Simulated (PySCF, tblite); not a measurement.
# C₆H₇BCl₂Si: geometry, infrared bands and NMR shifts

Wanted: the infrared bands and NMR shifts of C₆H₇BCl₂Si (`C=C1C=CC=C1[SiH2]B(Cl)Cl`), by calculation.

Computed with tblite 0.8.0 and PySCF 2.14.0, with density-fitted response routines of our own, on a single molecule in the gas phase. Atoms count from 0, in the outputs and in this text.

### Step 1. The molecule as given

17 atoms, charge 0, multiplicity 1; geometry from: force field or distance geometry start.

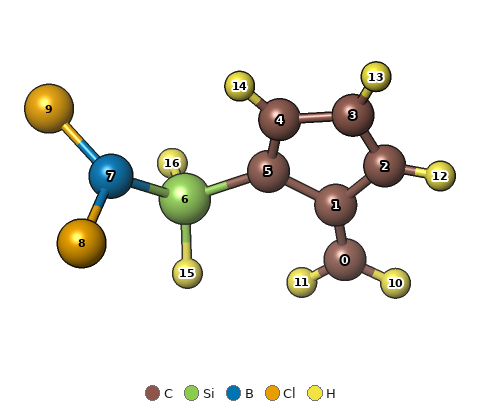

As it starts; carbon brown, silicon green, boron blue, chlorine amber, hydrogen yellow, atoms numbered.

### Step 2. Geometry optimisation with GFN2-xTB

The job: settings as JSON, then the geometry in Å.

```
{"job": {"kind": "relax", "xc": "GFN2-xTB", "basis": "xTB"}, "charge": 0, "multiplicity": 1}
C     -1.451700     1.847000     0.467000
C     -1.338000     0.566300     0.180900
C     -2.331100    -0.495400     0.178000
C     -1.778000    -1.634500    -0.166700
C     -0.356800    -1.394700    -0.371400
C     -0.077700    -0.115200    -0.183900
Si     1.571200     0.719700    -0.333400
B      2.962600    -0.577200     0.121600
Cl     3.594800    -0.631000     1.855700
Cl     4.089800    -1.090000    -1.255500
H     -2.400600     2.314800     0.735700
H     -0.590600     2.483700     0.429100
H     -3.397000    -0.369700     0.407900
H     -2.270400    -2.617200    -0.258000
H      0.377600    -2.109800    -0.659100
H      1.605200     1.899300     0.548400
H      1.783600     1.216000    -1.706200
```

On the command line:

```sh
$ OMP_NUM_THREADS=1 python probes_run.py task.json out
```

The driver reads the jobs from task.json and runs them one after another.

**Question.** This job is followed by: GFN2-xTB harmonic vibrations, gas phase; GIAO PBE0/pcSseg-1 NMR shielding, non-relativistic, gas phase. Predict these results of the whole session: strongest single infrared mode (GFN2-xTB); zero-point energy (GFN2-xTB); 13C shifts against TMS (PBE0/pcSseg-1); 1H shifts against TMS (PBE0/pcSseg-1, means over atoms taken as alike); 29Si shifts against TMS (PBE0/pcSseg-1); 11B shifts against BF3·OEt2 (PBE0/pcSseg-1); 35Cl shifts against HCl (PBE0/pcSseg-1, means over atoms taken as alike).

As calculated:

| quantity | value |
| --- | --- |
| strongest single infrared mode (GFN2-xTB) | 2170 cm⁻¹, 402 km/mol |
| zero-point energy (GFN2-xTB) | 67.7 kcal/mol |
| 13C shifts against TMS (PBE0/pcSseg-1) | 163.1, 155.1, 140.8, 137.0, 135.2, 129.7 ppm |
| 1H shifts against TMS (PBE0/pcSseg-1, means over atoms taken as alike) | 6.80, 6.73, 6.71, 6.39, 6.38, 4.64 ppm |
| 29Si shifts against TMS (PBE0/pcSseg-1) | -84.3 ppm |
| 11B shifts against BF3·OEt2 (PBE0/pcSseg-1) | 75.8 ppm |
| 35Cl shifts against HCl (PBE0/pcSseg-1, means over atoms taken as alike) | 407 ppm |

**Reading.** Over 114 steps the energy fell by 0.595 eV; of the close pairs, B7–Cl9 changed most, 1.852 to 1.723 Å. No mode is imaginary among the 45: a minimum at this level. The strongest single mode, at 2170 cm⁻¹, moves mainly H16. Unscaled tight-binding wavenumbers are off by several per cent, some by more. Its intensities can rank the bands wrongly. At PBE0/pcSseg-1: Shielding is most anisotropic at Cl8, Cl9 (span 740 ppm, paramagnetic term -605 ppm).
